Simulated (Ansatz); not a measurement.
# TiH4O4 (SMILES O[Ti](O)(O)O): a first try and a second

Wanted: energy and forces of TiH4O4, RASSCF(2,3)/pcseg-0 (accuracy low, max holes 2, max particles 2, paw set gaussian).

Program for the calculation: Ansatz 0.2.0.

4 further runs of the same task are left out: 2 for a known fault of the program, 2 set aside as unsound or not needed.

### Step 1. The system as given

TiH4O4 has 9 atoms, charge 0, and is taken as a singlet. As SMILES, `O[Ti](O)(O)O`. The shape is that of a PBE0-D4/def2-TZVP optimisation. This is one conformer, not always the lowest.

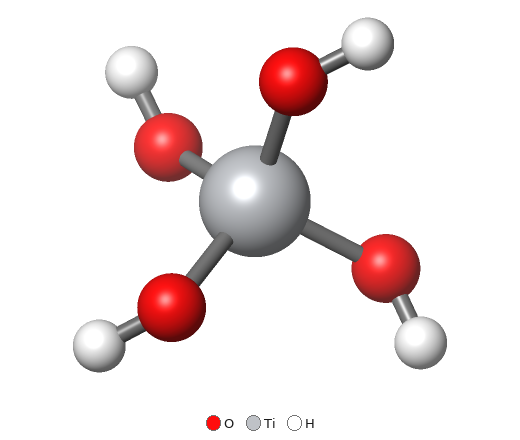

Viewed from a chosen angle; oxygen red, titanium light grey, hydrogen white.

### Step 2. First attempt

Contents of in.yaml:

```yaml
crystal:
  periodic: [false, false, false]
  atoms:
    - {symbol: O, position_ang: [-0.125250, 1.268390, -1.272730]}
    - {symbol: Ti, position_ang: [0.000070, 0.000090, -0.000050]}
    - {symbol: O, position_ang: [1.651710, -0.715310, -0.066120]}
    - {symbol: O, position_ang: [-1.235630, -1.279200, -0.283830]}
    - {symbol: O, position_ang: [-0.290490, 0.726280, 1.622320]}
    - {symbol: H, position_ang: [-0.813470, 1.413950, -1.922910]}
    - {symbol: H, position_ang: [2.270980, -0.885970, 0.644480]}
    - {symbol: H, position_ang: [-1.123140, -2.176250, -0.600550]}
    - {symbol: H, position_ang: [-0.334770, 1.648010, 1.879390]}
basis:
  gaussian:
    orbitals: pcseg-0.json
    fitting: {mean_field: STO-3G}
hamiltonian:
  pseudopotentials: {relativity: none}
correlation:
  active_space: {ras: {orbitals: [0, 2, 1], electrons: 2, max_holes: 2, max_particles: 2}}
accuracy: low
output: {forces: true}
```

The basis set pcseg-0 is read from a file made from the Basis Set Exchange's data (not shown).

On the command line:

```sh
$ ansatz run in.yaml --threads 1 --pin off --max-ram 3480MiB --events-out events.jsonl --progress --plain --runs-dir runs
```

The log of the run:

```text
Warning: RAYON_NUM_THREADS=1 ignored (pool sized by the plan → 1); use --threads N
Functional definition: HF
  name "HF"
  exchange = exact_x
  correlation = 0
42 factors; integrals over basis functions are off by at most 3.6e1 eV
mean field evaluation 1: about -31086.8644 eV, gradient 4.6e1 eV
mean field evaluation 2: about -31089.7735 eV, gradient 3.6e1 eV
mean field evaluation 4: about -31092.3806 eV, gradient 1.2e0 eV
mean field evaluation 8: about -31092.3890 eV, gradient 1.6e-6 eV
mean field -31092.38897593 eV, -1142.6242196871 hartree, gradient 1.6e-6 eV, S^2 0.000000; 0 other end points of the search recorded, 0 dependent functions left out
reference -31092.38897593 eV, -1142.6242196871 hartree; 29, 29 occupied and 39, 39 virtual orbitals, 42 factors
state -31092.63973989 eV, -1142.6334350929 hartree
the calculation of the forces begins
Total energy: -31092.63973989 eV, -1142.6334350929 hartree
Atom 0 at    -0.125250     1.268390    -1.272730 Å, force     2.330924    -0.100192     1.817508 eV/Å
Atom 1 at     0.000070     0.000090    -0.000050 Å, force     0.001101     0.000577    -0.001425 eV/Å
Atom 2 at     1.651710    -0.715310    -0.066120 Å, force    -1.592568     0.367921    -2.465001 eV/Å
Atom 3 at    -1.235630    -1.279200    -0.283830 Å, force    -0.787975     2.665970     1.006872 eV/Å
Atom 4 at    -0.290490     0.726280     1.622320 Å, force     0.047620    -2.934277    -0.358100 eV/Å
Atom 5 at    -0.813470     1.413950    -1.922910 Å, force    -2.484853     0.713265    -2.519855 eV/Å
Atom 6 at     2.270980    -0.885970     0.644480 Å, force     2.466623    -0.720373     2.535865 eV/Å
Atom 7 at    -1.123140    -2.176250    -0.600550 Å, force     0.217522    -3.398393    -1.178489 eV/Å
Atom 8 at    -0.334770     1.648010     1.879390 Å, force    -0.198393     3.405502     1.162626 eV/Å
Dipole moment:    -0.000036     0.000108     0.000125 e Å
```

It took 2.7 s on 1 thread of AMD EPYC (Zen 3), shared host; peak memory 0.3 GiB.

### Step 3. Diagnosis

The program ended normally, but the settings are unsound, so its numbers aren't properties of the molecule.

Cause: the fitting set doesn't suit the orbital basis or method. To mend it: integral approximation default in place of STO-3G.

### Step 4. Try two

in.yaml: that of step 2 with these lines changed.

```diff
@@ -15,3 +15,2 @@
     orbitals: pcseg-0.json
-    fitting: {mean_field: STO-3G}
 hamiltonian:
@@ -21,2 +20,2 @@
 accuracy: low
-output: {forces: true}
+output: {forces: true, orbitals: {seedname: orbitals}}
```

The basis set pcseg-0 is read from a file made from the Basis Set Exchange's data (not shown).

On the command line:

```sh
$ ansatz run in.yaml --threads 1 --pin off --max-ram 3480MiB --events-out events.jsonl --progress --plain --runs-dir runs
```

The log of the run, cut to the lines that bear on the results:

```text
Warning: RAYON_NUM_THREADS=1 ignored (pool sized by the plan → 1); use --threads N
[... 2 set-up lines as earlier in the session ...]
[...]
844 factors; integrals over basis functions are off by at most 2.5e-4 eV
[...]
mean field -31231.78928690 eV, -1147.7470866266 hartree, gradient 1.8e-6 eV, S^2 0.000000; 0 other end points of the search recorded, 0 dependent functions left out
reference -31231.78928690 eV, -1147.7470866266 hartree; 29, 29 occupied and 39, 39 virtual orbitals, 844 factors
state -31232.23583862 eV, -1147.7634970994 hartree
[...]
Total energy: -31232.23583862 eV, -1147.7634970994 hartree
Atom 0 at    -0.125250     1.268390    -1.272730 Å, force    -0.103042    -0.637520     0.667416 eV/Å
Atom 1 at     0.000070     0.000090    -0.000050 Å, force     0.000368     0.000409    -0.000796 eV/Å
Atom 2 at     1.651710    -0.715310    -0.066120 Å, force    -0.864428     0.286941     0.181004 eV/Å
Atom 3 at    -1.235630    -1.279200    -0.283830 Å, force     0.703141     0.598102     0.003548 eV/Å
Atom 4 at    -0.290490     0.726280     1.622320 Å, force     0.261630    -0.248424    -0.849665 eV/Å
Atom 5 at    -0.813470     1.413950    -1.922910 Å, force    -0.213763     0.463979    -0.615649 eV/Å
Atom 6 at     2.270980    -0.885970     0.644480 Å, force     0.734137    -0.275653     0.159725 eV/Å
Atom 7 at    -1.123140    -2.176250    -0.600550 Å, force    -0.393160    -0.670959    -0.164320 eV/Å
Atom 8 at    -0.334770     1.648010     1.879390 Å, force    -0.124882     0.483125     0.618737 eV/Å
Dipole moment:     0.000136     0.000176    -0.000022 e Å
```

Run time: 32 s. Hardware: 1 thread of AMD EPYC (Zen 3), shared host; peak memory 0.3 GiB.

### Step 5. Summary of results

At RASSCF(2,3)/pcseg-0 (accuracy low, max holes 2, max particles 2, paw set gaussian):

```
                          quantity           value
                      total energy  -1147.76350 Eh
dipole moment (correlated density)          0.00 D
          largest force on an atom      0.929 eV/Å
```

In words: The first attempt's energy was +139.596 eV off this one. Mulliken charges run from -0.91 on O5 to +1.96 on Ti2. The largest force is 0.93 eV/Å: the shape isn't a stationary point for this species at this level. The accuracy setting is loose, so the last digits carry no meaning.
